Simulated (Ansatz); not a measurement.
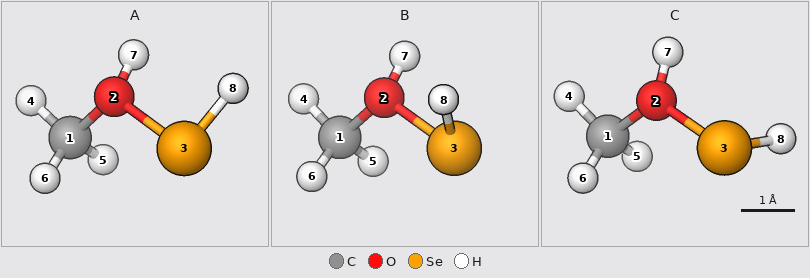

3 geometries from a converged minimum-energy path of CH$_{5}$OSe (charge +1), shuffled. Style: ball-and-stick. Shown at a tilt.

All numbers below come from RKS B3LYP-D4/def2-SVP (Ansatz 0.2.0). Settings: 5 movable images; climbing image; force threshold 0.03 eV/Å; iteration limit 60; starting path through a guess of the saddle point.

Which frame is the top of the path?

A. In order along the path, whose images run from 0 to 6: C (image 1, +0.033 eV), A (image 3, +0.183 eV), B (image 5, +0.030 eV). The motion is a rotation about the O2–Se3 bond by about 185°. No bond forms or breaks between the ends. Bond angles that change up to the highest image, for instance: C1–O2–Se3 123.5° → 117.3°, C1–O2–H7 114.7° → 111.7°.
